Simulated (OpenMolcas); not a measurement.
**doublet C2H5FOSi+: levels of theory compared**

We compute a comparison of 6 runs (UHF/def2-SVP, UB3LYP/6-31G*, U-r2SCAN/def2-SVP, UB3LYP/def2-SVP, USVWN5/def2-SVP, UTPSS/def2-SVP) of doublet C2H5FOSi+. 

The calculation is run with OpenMolcas 26.06.

## Step 1: The molecule

C2H5FOSi+: 10 atoms, total charge +1, spin state doublet. As SMILES of the parent species, `FC1CO[SiH2]1`. The coordinates come from a PBE0-D4/def2-TZVP relaxation. That shape belongs to the parent species and isn't relaxed for this state.

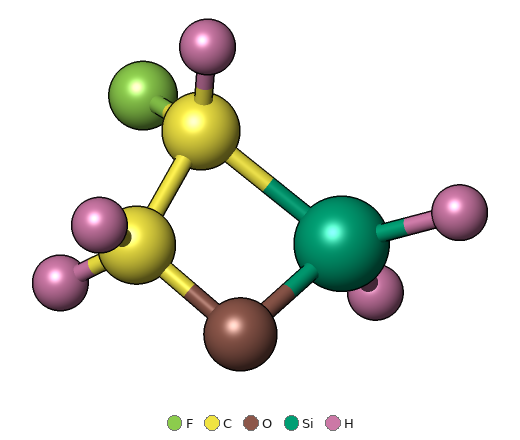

The structure, seen from a chosen angle (fluorine green, carbon yellow, oxygen brown, silicon teal, hydrogen pink).

## Step 2: The energy at UHF/def2-SVP (run 1)

test.inp reads:

```
&GATEWAY
 BasLib=$CurrDir
 BasisSet
 F.def2-SVP....
 F1 -1.820400 -0.327800 -0.810900 angstrom
 End of Basis
 BasisSet
 C.def2-SVP....
 C2 -0.876100 -0.083100 0.166900 angstrom
 C3 0.290700 -1.089800 0.153300 angstrom
 End of Basis
 BasisSet
 O.def2-SVP....
 O4 1.429900 -0.216400 -0.011900 angstrom
 End of Basis
 BasisSet
 Si.def2-SVP....
 Si5 0.510300 1.162100 -0.206800 angstrom
 End of Basis
 BasisSet
 H.def2-SVP....
 H6 -1.390500 -0.023800 1.127800 angstrom
 H7 0.197300 -1.773400 -0.695500 angstrom
 H8 0.400800 -1.665100 1.076000 angstrom
 H9 0.820800 2.228700 0.780400 angstrom
 H10 0.520200 1.737300 -1.576300 angstrom
 End of Basis

&SEWARD

&SCF
 UHF
 Charge=1
 Spin=2
 Thresholds=1e-10 1e-07 1e-07 1e-05
 PrOrbitals=1 2
```

The basis set def2-SVP is read from a file made from the Basis Set Exchange's data (not shown).

Command:

```bash
$ export MOLCAS_MEM=1860
$ pymolcas test.inp > test.log
```

The program printed:

```text
--- Start Module: gateway ---
[...]
--- Stop Module: gateway /rc=_RC_ALL_IS_WELL_ ---
--- Start Module: seward ---
[...]
      Basis functions           99
--- Stop Module: seward /rc=_RC_ALL_IS_WELL_ ---
[...]
--- Start Module: scf ---
[...]
       Convergence after  39 Iterations
[...]
::    Total SCF energy                               -541.2172289678
[...]
      Total spin, S                                     0.5065860691
[...]
      Total electronic charge=   47.000000
      Total            charge=    1.000000
[...]
      Dipole Moment (debye):
      Origin of the operator (angstrom)=   -0.0425    0.1006   -0.1828
                   X=  3.2979E+00               Y=  8.1883E-02               Z=  1.9338E+00           Total=  3.8240E+00
      Center of Charge (angstrom)
[...]
--- Stop Module: scf /rc=_RC_ALL_IS_WELL_ ---
[...]
```

It took 27 s on 1 thread of Intel Xeon Platinum 8259CL at 2.50GHz (Skylake/Cascade Lake), shared host; peak memory 0.55 GiB.

## Step 3: The energy at UB3LYP/6-31G(d) (spherical functions) (run 2)

mol.inp reads:

```
&gateway
 baslib = $CurrDir
 basisset
 F.6-31Gs....
 F1 -1.820400 -0.327800 -0.810900 angstrom
 End of Basis
 basisset
 C.6-31Gs....
 C2 -0.876100 -0.083100 0.166900 angstrom
 C3 0.290700 -1.089800 0.153300 angstrom
 End of Basis
 basisset
 O.6-31Gs....
 O4 1.429900 -0.216400 -0.011900 angstrom
 End of Basis
 basisset
 Si.6-31Gs....
 Si5 0.510300 1.162100 -0.206800 angstrom
 End of Basis
 basisset
 H.6-31Gs....
 H6 -1.390500 -0.023800 1.127800 angstrom
 H7 0.197300 -1.773400 -0.695500 angstrom
 H8 0.400800 -1.665100 1.076000 angstrom
 H9 0.820800 2.228700 0.780400 angstrom
 H10 0.520200 1.737300 -1.576300 angstrom
 End of Basis

&seward
 gridinput
 Grid=UltraFine
 End of Grid

&scf
 uhf
 charge = 1
 spin = 2
 ksdft = B3LYP
 thresholds = 1e-10 1e-07 1e-07 1e-05
 prorbitals = 1
```

The basis set 6-31G* is read from a file made from the Basis Set Exchange's data (not shown).

Command:

```bash
$ export MOLCAS_MEM=1860
$ pymolcas mol.inp > mol.log
```

The program printed:

```text
--- Start Module: gateway ---
[...]
--- Stop Module: gateway /rc=_RC_ALL_IS_WELL_ ---
--- Start Module: seward ---
[...]
      Basis functions           84
--- Stop Module: seward /rc=_RC_ALL_IS_WELL_ ---
[...]
--- Start Module: scf ---
[...]
       Convergence after  26 Iterations
[...]
::    Total KS-DFT energy                            -543.3857201886
[...]
      Total spin, S                                     0.5026587046
[...]
      Total electronic charge=   47.000000
      Total            charge=    1.000000
[...]
      Dipole Moment (debye):
      Origin of the operator (angstrom)=   -0.0425    0.1006   -0.1828
                   X=  3.3129E-01               Y=  4.6200E-01               Z=  1.3521E+00           Total=  1.4668E+00
      Center of Charge (angstrom)
[...]
--- Stop Module: scf /rc=_RC_ALL_IS_WELL_ ---
[...]
```

It took 95 s on 1 thread of Intel Xeon Platinum 8259CL at 2.50GHz (Skylake/Cascade Lake), shared host; peak memory 0.47 GiB.

Runs 3 to 4 aren't shown in full; the table further down has their settings and results.

## Step 4: The energy at USVWN5/def2-SVP (run 5)

geom.xyz reads:

```xyz
10

F     -1.820400    -0.327800    -0.810900
C     -0.876100    -0.083100     0.166900
C      0.290700    -1.089800     0.153300
O      1.429900    -0.216400    -0.011900
Si     0.510300     1.162100    -0.206800
H     -1.390500    -0.023800     1.127800
H      0.197300    -1.773400    -0.695500
H      0.400800    -1.665100     1.076000
H      0.820800     2.228700     0.780400
H      0.520200     1.737300    -1.576300
```

calc.inp reads:

```
&GATEWAY
 BasLib
 $CurrDir
 Coord
 geom.xyz
 Basis
 def2-SVP
 Group
 NoSym

&SEWARD
 GridInput
 Grid=UltraFine
 End of Grid

&SCF
 UHF
 Charge
 1
 Spin
 2
 KSDFT
 SVWN5
 Thresholds
 1e-10 1e-07 1e-07 1e-05
 PrOrbitals
 1 2
```

The basis set def2-SVP is read from a file made from the Basis Set Exchange's data (not shown).

Command:

```bash
$ export MOLCAS_MEM=1860
$ pymolcas calc.inp > calc.log
```

The program printed:

```text
--- Start Module: gateway ---
[...]
--- Stop Module: gateway /rc=_RC_ALL_IS_WELL_ ---
--- Start Module: seward ---
[...]
      Basis functions           99
--- Stop Module: seward /rc=_RC_ALL_IS_WELL_ ---
[...]
--- Start Module: scf ---
[...]
       Convergence after  30 Iterations
[...]
::    Total KS-DFT energy                            -540.0613946643
[...]
      Total spin, S                                     0.5006869452
[...]
      Total electronic charge=   47.000000
      Total            charge=    1.000000
[...]
      Dipole Moment (debye):
      Origin of the operator (angstrom)=   -0.0425    0.1006   -0.1828
                   X=  3.9389E-01               Y=  5.8428E-01               Z=  1.2646E+00           Total=  1.4477E+00
      Center of Charge (angstrom)
[...]
--- Stop Module: scf /rc=_RC_ALL_IS_WELL_ ---
[...]
```

It took 76 s on 1 thread of Intel Xeon Platinum 8259CL at 2.50GHz (Skylake/Cascade Lake), shared host; peak memory 0.55 GiB.

## Step 5: The energy at UTPSS/def2-SVP (run 6)

calc.input reads:

```
* C2H5FOSi Kohn-Sham DFT

&GATEWAY
 BasLib
 $CurrDir
 Coord
 10
 angstrom
 F       -1.820400      -0.327800      -0.810900
 C       -0.876100      -0.083100       0.166900
 C        0.290700      -1.089800       0.153300
 O        1.429900      -0.216400      -0.011900
 Si       0.510300       1.162100      -0.206800
 H       -1.390500      -0.023800       1.127800
 H        0.197300      -1.773400      -0.695500
 H        0.400800      -1.665100       1.076000
 H        0.820800       2.228700       0.780400
 H        0.520200       1.737300      -1.576300
 Basis
 def2-SVP
 Group
 NoSym

&SEWARD
 GridInput
 Grid=UltraFine
 End of Grid

&SCF
 UHF
 Charge
 1
 Spin
 2
 KSDFT
 2
 1.0 MGGA_X_TPSS
 1.0 MGGA_C_TPSS
 Thresholds
 1e-10 1e-07 1e-07 1e-05
 PrOrbitals
 0
```

The basis set def2-SVP is read from a file made from the Basis Set Exchange's data (not shown).

Command:

```bash
$ export MOLCAS_MEM=1860
$ pymolcas calc.input > calc.log
```

The program printed:

```text
--- Start Module: gateway ---
[...]
--- Stop Module: gateway /rc=_RC_ALL_IS_WELL_ ---
--- Start Module: seward ---
[...]
      Basis functions           99
--- Stop Module: seward /rc=_RC_ALL_IS_WELL_ ---
[...]
--- Start Module: scf ---
[...]
       Convergence after  37 Iterations
[...]
::    Total KS-DFT energy                            -543.1758562415
[...]
      Total spin, S                                     0.5016995814
[...]
      Total electronic charge=   47.000000
      Total            charge=    1.000000
[...]
      Dipole Moment (debye):
      Origin of the operator (angstrom)=   -0.0425    0.1006   -0.1828
                   X=  3.2409E-01               Y=  4.5897E-01               Z=  1.2936E+00           Total=  1.4104E+00
      Center of Charge (angstrom)
[...]
--- Stop Module: scf /rc=_RC_ALL_IS_WELL_ ---
[...]
```

Wall time 4.3 min (1 thread of Intel Xeon Platinum 8259CL at 2.50GHz (Skylake/Cascade Lake), shared host); peak memory 0.55 GiB.

## Step 6: The series

```csv
run,level,integration grid,energy (Eh),HOMO energy (eV),LUMO energy (eV),⟨S²⟩,wall time
1,UHF/def2-SVP,–,-541.217229,-17.52,-7.29,0.763,27 s
2,UB3LYP/6-31G* (spherical functions),UltraFine,-543.385720,-14.00,-12.51,0.755,95 s
3,U-r2SCAN/def2-SVP,UltraFine,-542.954124,-13.39,-13.08,0.755,3.3 min
4,UB3LYP/def2-SVP,UltraFine,-543.122158,-14.11,-12.63,0.756,2.4 min
5,USVWN5/def2-SVP,UltraFine,-540.061395,-13.24,-13.07,0.751,76 s
6,UTPSS/def2-SVP,UltraFine,-543.175856,-13.24,-12.98,0.753,4.3 min
```

## Step 7: Results

| quantity | value |
| --- | --- |
| run 6: total energy | -543.17586 Eh |
| run 6: HOMO energy (highest over α and β) | -13.24 eV |
| run 6: LUMO energy (lowest over α and β) | -12.98 eV |
| run 6: ⟨S²⟩ | 0.753 |

**Reading.** Totals of different functionals can't be ranked against each other. All runs together took 13 min, the longest 4.3 min.
